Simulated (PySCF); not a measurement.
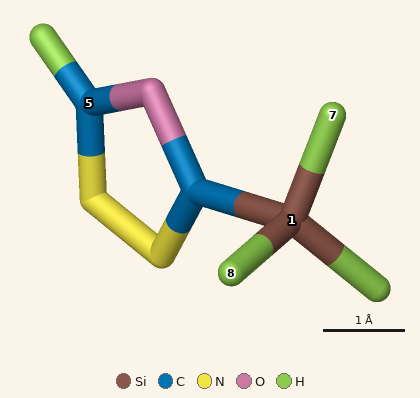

**Figure 1.** The structure as given in the input (stick view, seen at a tilt; atoms are numbered from 1 in the order of the input). Bond lengths as drawn: C–H 1.07 Å, C–N 1.29 to 1.30 Å, C–O 1.34 to 1.36 Å, C–Si 1.88 Å, H–Si 1.46 Å and N–N 1.35 Å.

C2H4N2OSi: excited-state calculation

System: C2H4N2OSi.
Method: TDDFT CAM-B3LYP/def2-SVPD, vertical, gas phase, core orbitals frozen in the response (PySCF 2.14.0).

The geometry comes from this level: GFN2-xTB. It belongs to a series of runs on one base structure; here: CH3 replaced by SiH3.

The input
```
{"job": {"kind": "uv", "xc": "CAM-B3LYP", "basis": "def2-SVPD", "nstates": 8, "ntriplets": 3}, "charge": 0, "multiplicity": 1}
Si    -1.836398    -0.005588     0.101920
C      0.027858     0.182190    -0.060192
N      0.705564     1.238927    -0.378257
N      2.011383     0.910371    -0.356627
C      2.070555    -0.333575    -0.027111
O      0.857164    -0.865304     0.177553
H     -2.101249    -1.441500     0.007064
H     -2.225232     0.507118     1.414776
H     -2.450409     0.745153    -0.986221
H      2.949647    -0.933138     0.084569
```

The first line tells a small driver script what to run in PySCF; the rest is the geometry in Å.

Machine: 1 CPU thread, shared host.

Launched with:
```bash
OMP_NUM_THREADS=1 python <driver script> task.json out
```

Output
```
coarse grid: 9488 points
cycle   1  E = -552.2591521049  dE =  1.159e+00  |g| = 5.378e-01  |ddm| = 4.403e+00
cycle   2  E = -552.2535439670  dE =  5.608e-03  |g| = 6.163e-01  |ddm| = 1.544e+00
cycle   3  E = -552.3262985052  dE = -7.275e-02  |g| = 7.557e-02  |ddm| = 8.015e-01
cycle   4  E = -552.3271869961  dE = -8.885e-04  |g| = 4.584e-02  |ddm| = 1.720e-01
cycle   5  E = -552.3275879589  dE = -4.010e-04  |g| = 1.626e-02  |ddm| = 7.596e-02
cycle   6  E = -552.3276419243  dE = -5.397e-05  |g| = 2.697e-03  |ddm| = 1.658e-02
cycle   7  E = -552.3276440214  dE = -2.097e-06  |g| = 7.936e-04  |ddm| = 6.476e-03
final grid: 89024 points
cycle   8  E = -552.4110594712  dE = -1.873e-05  |g| = 2.149e-03  |ddm| = 3.970e-02
cycle   9  E = -552.4110586801  dE =  7.911e-07  |g| = 3.073e-03  |ddm| = 7.843e-03
cycle  10  E = -552.4110605190  dE = -1.839e-06  |g| = 3.357e-04  |ddm| = 3.695e-03
cycle  11  E = -552.4110605415  dE = -2.248e-08  |g| = 1.861e-04  |ddm| = 5.693e-04
cycle  12  E = -552.4110605492  dE = -7.698e-09  |g| = 4.562e-05  |ddm| = 2.850e-04
cycle  13  E = -552.4110605496  dE = -4.964e-10  |g| = 1.145e-05  |ddm| = 1.007e-04
```

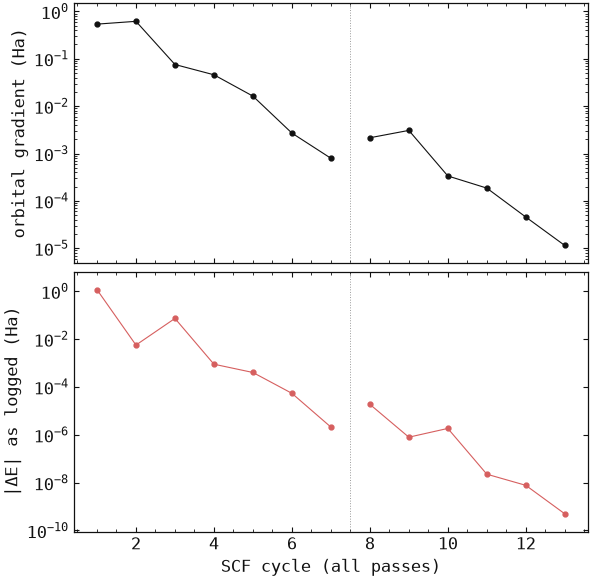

**Figure 2.** Convergence of the self-consistent field: orbital gradient and size of the energy change against the SCF cycle. The dotted line marks the change from a coarse to the final integration grid. The first 7 cycles use a coarse grid, the final grid takes over at cycle 8, and the field converges after 13 cycles in all.

```
converged SCF energy = -552.4110605496

Static polarisability (au): isotropic 63.186, principal 47.247 60.219 82.093

Singlet excitations
state   eV       nm        f      main configurations
  1   5.5656    222.8   0.00025   H->L 0.95
  2   6.6117    187.5   0.04306   H->L+3 0.59, H-2->L 0.14, H-1->L 0.10
  3   6.6363    186.8   0.26337   H-1->L 0.86
  4   7.1690    172.9   0.00036   H-2->L 0.78, H->L+3 0.15
  5   7.6706    161.6   0.01816   H-1->L+3 0.62, H-3->L 0.20
  6   7.7114    160.8   0.00823   H-1->L+1 0.75
  7   7.8215    158.5   0.02000   H->L+1 0.82
  8   8.1683    151.8   0.00088   H-2->L+3 0.42, H-1->L+2 0.20, H-1->L+5 0.15

Triplet excitations (Tamm-Dancoff, eV): 4.5511 5.0102 5.4927
```

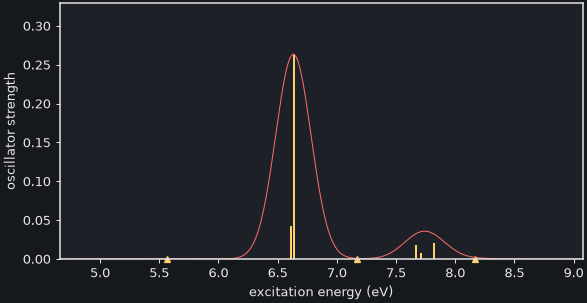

**Figure 3.** Computed excitations as sticks (degenerate states added up, dark ones marked on the axis), with a Gaussian envelope of 0.35 eV full width at half maximum, scaled to the tallest. Of the 8 states the lowest lies at 5.57 eV (f = 0.000); the strongest line is at 6.64 eV, or 187 nm (f = 0.263).

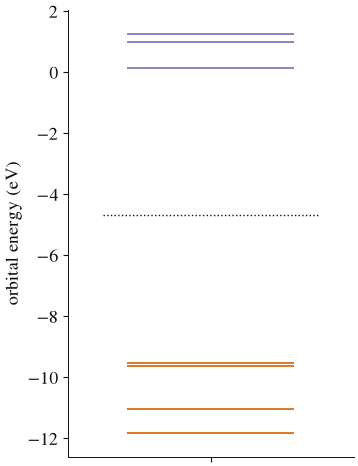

**Figure 4.** Orbital energies near the frontier; the dotted line parts filled from empty levels, and levels within 0.02 eV of each other stand side by side. Highest filled −9.53 eV, lowest empty 0.12 eV, 9.65 eV apart.

Summary

| quantity | value |
| --- | --- |
| outcome | converged |
| total energy | −552.411061 hartree |
| HOMO | −9.52 eV |
| LUMO | 0.12 eV |
| dipole moment | 3.20 D |
| mean polarisability | 63.19 a.u. |
| lowest singlet excitation | 5.57 eV |
| wall time | 19 s |
| peak memory | 0.7 GiB |
